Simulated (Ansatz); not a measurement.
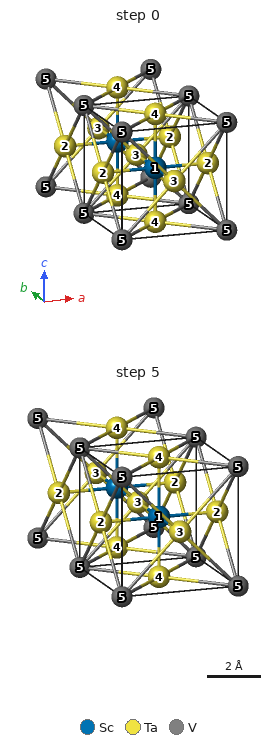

The structure of crystalline ScTa₃V (built on the cubic perovskite type) (coarse preliminary run) before (top) and after (bottom) a relaxation, at one scale.

Style: ball-and-stick. Shown: the cell of the calculation, repeated 1 × 2 × 1 with one cell outlined, slightly off an axis.

Case: cubic perovskite type (Pm-3m, No. 221).

All numbers below come from DFT r2SCAN, scalar-relativistic, plane waves, PAW (Ansatz). Settings: plane-wave cutoff 500 eV; k-point mesh 4 × 4 × 4; occupations gaussian; smearing width 0.1 eV; collinear spin; cell and atoms relaxed; force threshold 0.04 eV/Å; at most 70 steps.

> Describe what moved and what it gained.

The energy falls by 626 meV per atom in 4 accepted moves (5 points after the start). All forces vanish by symmetry, so only the cell relaxes. The pressure goes from 47.53 to −0.26 GPa. At 1 point the geometry stayed and the basis and grid were re-selected for the new cell (energy shift of 4.2 meV per atom at most each time). No atom moves by more than 0.005 Å relative to the cell. The volume changes by +36.5 %, with a = b = c 4.272 → 4.739 Å (+10.9 %). Some distances before and after: Ta2–Ta3 3.021 → 3.351 Å, Ta2–V5 3.021 → 3.351 Å, Sc1–Ta2 2.136 → 2.369 Å. The space group stays Pm-3m (No. 221).
